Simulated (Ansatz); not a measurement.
Input file:

```
crystal:
  periodic: [false, false, false]
  atoms:
    - { symbol: Al, position_ang: [0.007217, 0.627525, -0.644162] }
    - { symbol: O, position_ang: [-0.38278, 0.196626, 2.260447] }
    - { symbol: Si, position_ang: [-1.427347, -0.532864, 3.339973] }
    - { symbol: H, position_ang: [-2.079166, -1.643807, 2.613457] }
    - { symbol: H, position_ang: [-0.682382, -1.059642, 4.509539] }
    - { symbol: H, position_ang: [-2.429614, 0.451984, 3.809988] }
    - { symbol: H, position_ang: [1.244525, -0.279228, -0.906851] }
    - { symbol: Cl, position_ang: [-1.920905, 0.115492, -1.295273] }
    - { symbol: Br, position_ang: [0.308575, 2.809974, 0.243416] }
    - { symbol: H, position_ang: [-0.125424, 1.124439, 2.380566] }
basis:
  gaussian: { orbitals: def2-SVP }
hamiltonian:
  xc: hf
relax:
  f_tol: 0.03
  max_steps: 50
output:
  orbitals: {}
```

Run with:

```sh
ansatz run input.yaml --threads 4 --pin off --max-ram 5120MiB --backend cpu --events-out ev --progress --plain --runs-dir out
```

The fields are those of the run's last geometry, not of the input's.

Theory: Ansatz, RHF/def2-SVP.

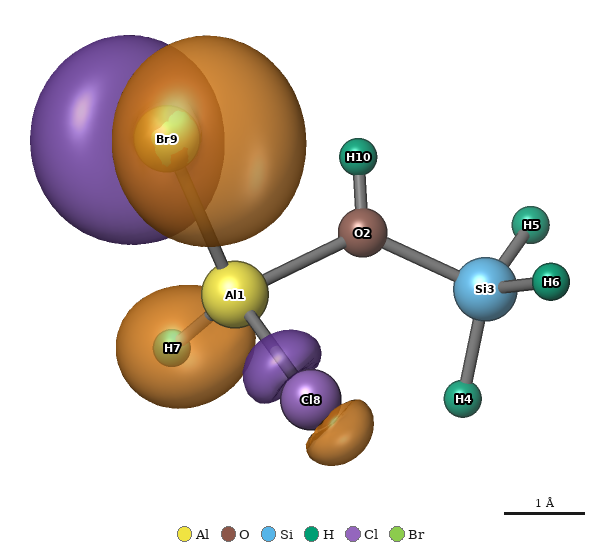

AlBrClH$_{5}$OSi. The HOMO at ±0.1 Å⁻³ᐟ² (orange and purple are the two phases), seen at a tilt.

**What is the character of this orbital?**

Its weight (Hirshfeld) is mainly on Br9 (about 80 %); largely a lone pair of Br9. Its energy is −10.83 eV.
